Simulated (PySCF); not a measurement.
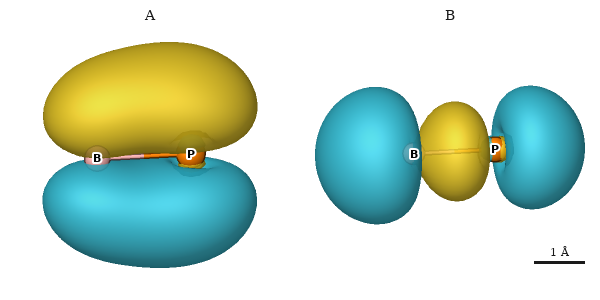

*BP (charge −1, doublet). Two frontier α-spin orbitals, each drawn at the value that holds 80 % of its norm (yellow and cyan are the two phases), in no order; of a degenerate pair one member is drawn.*

Theory: PySCF, PBE0/def2-TZVPPD, non-relativistic Hamiltonian with scalar-relativistic core potentials where named, at a bond length of 1.695 Å.

### Label each orbital by symmetry, say whether it is occupied, and order them by energy.

Orbital B: σ, occupied in this spin, −1.27 eV; shared between the atoms (B 60 %, P 40 %).
Orbital A: π, occupied in this spin, −0.69 eV; bonding, with no node between the atoms.
